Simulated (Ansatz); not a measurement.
**SiH2F2 (SMILES F[SiH2]F): MP2/STO-3G**

Aim: the vertical ionisation energy of SiH2F2 at MP2/STO-3G, from 2 runs. 

The calculation is run with Ansatz 0.2.0.

53 further runs of the same task are left out: 3 that didn't finish, 50 set aside as unsound or not needed.

### Step 1. Starting point

The species is SiH2F2 (5 atoms), meant as a singlet with charge 0. SMILES: `F[SiH2]F`. The coordinates come from a PBE0-D4/def2-TZVP relaxation.

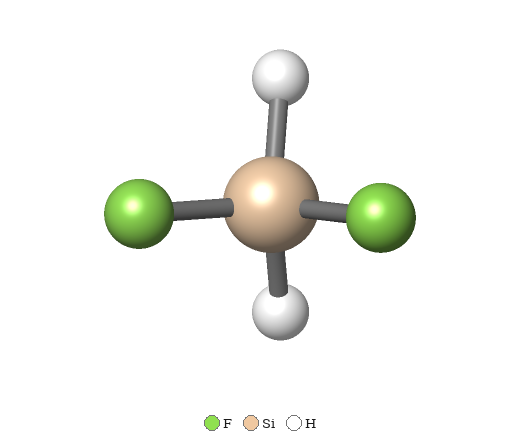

Viewed from a chosen angle; fluorine green, silicon light orange, hydrogen white.

### Step 2. A single-point energy at MP2/STO-3G

molecule.yaml

```yaml
crystal:
  periodic: [false, false, false]
  atoms:
    - {symbol: F, position_ang: [-1.079010, 0.538200, 0.980720]}
    - {symbol: Si, position_ang: [-0.005220, -0.000540, -0.054090]}
    - {symbol: F, position_ang: [1.247630, -0.520590, 0.766910]}
    - {symbol: H, position_ang: [-0.590470, -1.138740, -0.786300]}
    - {symbol: H, position_ang: [0.427070, 1.121680, -0.907250]}
basis:
  gaussian: {orbitals: STO-3G}
correlation: {method: mp2, frozen_orbitals: {F: 1, H: 0, Si: 5}}
accuracy: high
```

Launch:

```console
$ ansatz run molecule.yaml --threads 1 --pin off --max-ram 3480MiB --events-out events.jsonl --progress --plain --runs-dir runs
```

The log of the run:

```text
Warning: RAYON_NUM_THREADS=1 ignored (pool sized by the plan → 1); use --threads N
Functional definition: HF
  name "HF"
  exchange = exact_x
  correlation = 0
387 factors; integrals over basis functions are off by at most 1.7e-8 eV
mean field evaluation 1: about -13137.2393 eV, gradient 2.2e1 eV
mean field evaluation 2: about -13137.2813 eV, gradient 2.2e1 eV
mean field evaluation 4: about -13139.5032 eV, gradient 1.2e0 eV
mean field evaluation 8: about -13139.5129 eV, gradient 3.5e-6 eV
mean field -13139.51293709 eV, -482.8681941564 hartree, gradient 5.9e-9 eV, S^2 0.000000; 0 other end points of the search recorded, 0 dependent functions left out
7 core orbitals not correlated: weight in the atoms' cores, before any rotation towards them, 1.000 or more for the frozen orbitals, at most 0.000 for the correlated occupied ones
reference -13139.51293709 eV, -482.8681941564 hartree; 10, 10 occupied and 4, 4 virtual orbitals, 387 factors
second order -1.78735381 eV of doubles, -0.00000000 eV of singles
Total energy: -13141.30029090 eV, -482.9338781973 hartree
```

Run time: 0.12 s. Hardware: 1 thread of Arm Neoverse V2, shared host.

### Step 3. The doublet cation, same level

job.yaml

```yaml
crystal:
  periodic: [false, false, false]
  atoms:
    - symbol: F
      position_ang: [-1.079010, 0.538200, 0.980720]
    - symbol: Si
      position_ang: [-0.005220, -0.000540, -0.054090]
    - symbol: F
      position_ang: [1.247630, -0.520590, 0.766910]
    - symbol: H
      position_ang: [-0.590470, -1.138740, -0.786300]
    - symbol: H
      position_ang: [0.427070, 1.121680, -0.907250]
basis:
  gaussian:
    orbitals: STO-3G
total_charge: 1
magnetization:
  spin_polarized: true
  initial_magnetization: 1
correlation:
  method: mp2
  frozen_orbitals: {F: 1, H: 0, Si: 5}
accuracy: high
```

Launch:

```console
$ ansatz run job.yaml --threads 1 --pin off --max-ram 3480MiB --events-out events.jsonl --progress --plain --runs-dir runs
```

The log of the run (excerpt; [...] marks lines left out):

```text
Warning: RAYON_NUM_THREADS=1 ignored (pool sized by the plan → 1); use --threads N
[... 2 set-up lines as earlier in the session ...]
[...]
387 factors; integrals over basis functions are off by at most 1.7e-8 eV
[...]
mean field -13130.72661009 eV, -482.5453025945 hartree, gradient 3.0e-8 eV, S^2 0.755188; 16 other end points of the search recorded, 0 dependent functions left out
7 core orbitals not correlated: weight in the atoms' cores, before any rotation towards them, 1.000 or more for the frozen orbitals, at most 0.000 for the correlated occupied ones
reference -13130.72661009 eV, -482.5453025945 hartree; 10, 9 occupied and 4, 5 virtual orbitals, 387 factors
second order -1.68764349 eV of doubles, -0.00000000 eV of singles
Total energy: -13132.41425357 eV, -482.6073223488 hartree
```

It took 1.1 s on 1 thread of Arm Neoverse V2, shared host.

### Step 4. Summary of results

Level: MP2/STO-3G, 7 core orbitals frozen.

```
                                                   quantity          value
                               singlet SiH2F2: total energy  -482.93388 Eh
singlet SiH2F2: correlation energy (7 core orbitals frozen)      -65.7 mEh
                               doublet cation: total energy  -482.60732 Eh
doublet cation: correlation energy (7 core orbitals frozen)      -62.0 mEh
          doublet cation: ⟨S²⟩ of the reference determinant          0.755
         vertical ionisation energy (to the doublet cation)       8.886 eV
```

In words: The vertical ionisation energy comes to 8.89 eV (857 kJ/mol). In a minimal basis such a difference can be off by several eV, whatever the method.
